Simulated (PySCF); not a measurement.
```yaml
atoms:
  - { symbol: C, position_ang: [-2.7378, -1.2551, 0.3920] }
  - { symbol: C, position_ang: [-1.6367, -0.2121, 0.5320] }
  - { symbol: C, position_ang: [-0.6478, -0.2741, -0.6396] }
  - { symbol: C, position_ang: [0.4292, 0.7511, -0.4847] }
  - { symbol: C, position_ang: [0.4799, 2.0165, -0.9152] }
  - { symbol: Al, position_ang: [2.1873, 2.2563, 0.0977] }
  - { symbol: O, position_ang: [1.5657, 0.3912, 0.2865] }
  - { symbol: Si, position_ang: [2.0609, -1.0983, 0.7960] }
  - { symbol: H, position_ang: [-2.3158, -2.2578, 0.3623] }
  - { symbol: H, position_ang: [-3.3024, -1.0938, -0.5237] }
  - { symbol: H, position_ang: [-3.4248, -1.1967, 1.2328] }
  - { symbol: H, position_ang: [-2.0767, 0.7866, 0.5667] }
  - { symbol: H, position_ang: [-1.0994, -0.3675, 1.4701] }
  - { symbol: H, position_ang: [-1.1863, -0.0766, -1.5693] }
  - { symbol: H, position_ang: [-0.2149, -1.2762, -0.7005] }
  - { symbol: H, position_ang: [-0.3550, 2.3713, -1.5074] }
  - { symbol: H, position_ang: [2.1185, 2.7884, 1.5580] }
  - { symbol: H, position_ang: [3.5730, 2.1272, -0.5952] }
  - { symbol: H, position_ang: [3.2742, -0.7646, 1.5178] }
  - { symbol: H, position_ang: [1.0155, -1.6608, 1.6500] }
  - { symbol: H, position_ang: [2.2845, -1.9380, -0.3815] }
```

Geometry: GFN2-xTB.

Method: PySCF 2.14.0, PBE0/pcSseg-1, SCF density, gas phase, non-relativistic.

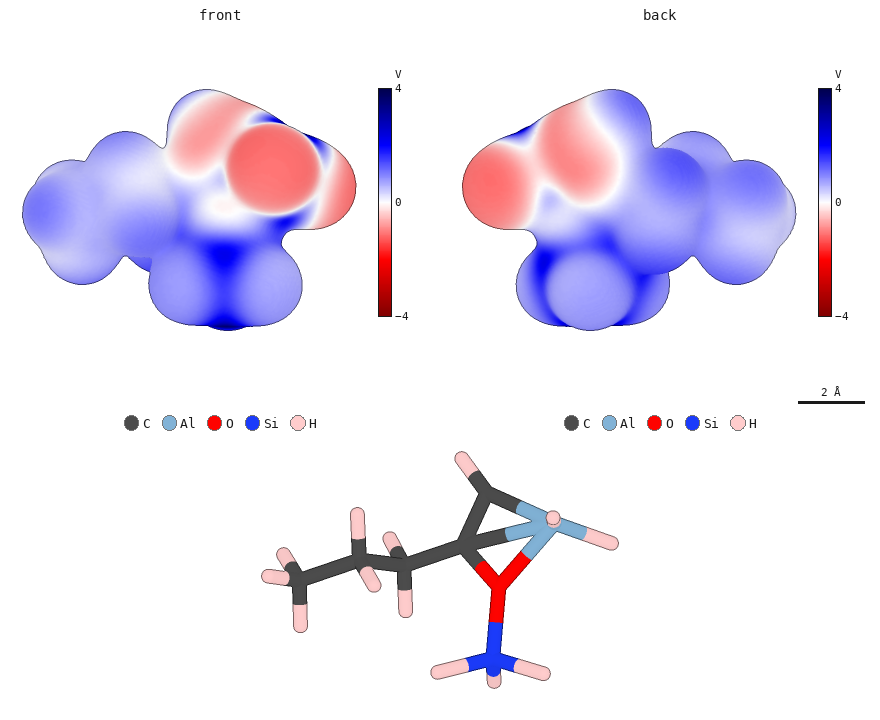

C₅H₁₃AlOSi. The molecular electrostatic potential painted on the density surface at 0.004 e/bohr³, seen from the front and from behind; red is negative and blue positive. The bare structure is drawn below in the same view.

Q: Describe the electrostatic potential map.

A: The most negative region (about −1.1 V) lies over H17 and H18, the most positive (about +3.4 V) over Al6 and Si8.
